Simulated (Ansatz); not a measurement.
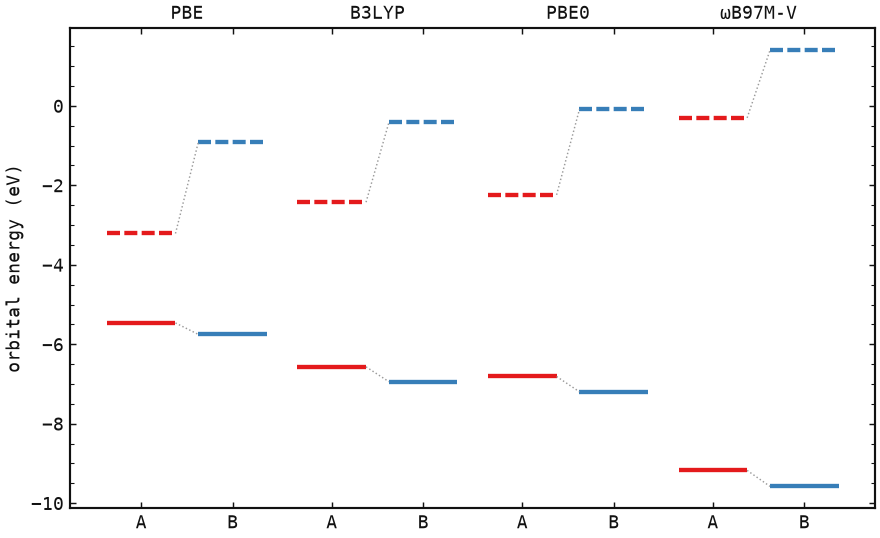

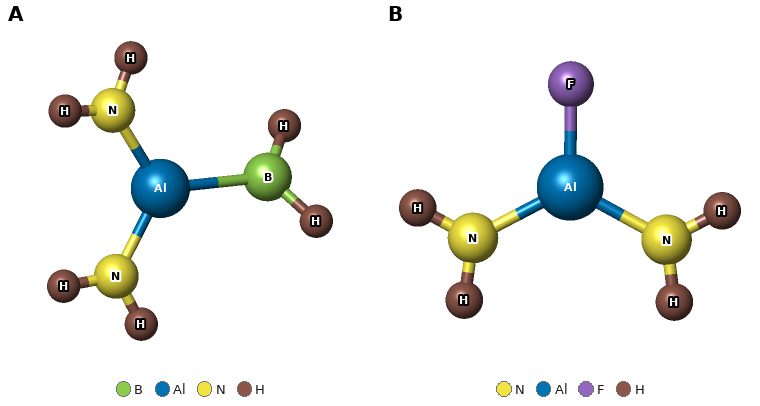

One change: A, AlBN₂H₆ (SMILES [BH2][Al]([NH2])[NH2]), becomes B, AlN₂H₄F (SMILES [NH2][Al]([NH2])[F]). BH₂ on Al is replaced by F. HOMO (solid) and LUMO (dashed) computed in def2-TZVPP at PBE0-D4/def2-TZVP geometries, both minima by their frequencies, gas phase, the Ansatz code 0.2.0. Empty levels above zero depend strongly on the basis.

What does the change do to HOMO and LUMO?

PBE: the HOMO falls by 0.29 eV, the LUMO rises by 2.30 eV, and the separation goes from 2.25 to 4.84 eV. B3LYP: the HOMO falls by 0.37 eV, the LUMO rises by 2.01 eV, and the separation goes from 4.14 to 6.53 eV. PBE0: the HOMO falls by 0.38 eV, the LUMO rises by 2.15 eV, and the separation goes from 4.57 to 7.11 eV. ωB97M-V: the HOMO falls by 0.40 eV, the LUMO rises by 1.70 eV, and the separation goes from 8.87 to 10.98 eV.

Do the functionals agree on the effect?

They agree on the direction for both levels; the HOMO shift lies between −0.40 and −0.29 eV and the LUMO shift between 1.70 and 2.30 eV, while the separations themselves differ by up to 6.6 eV between functionals.
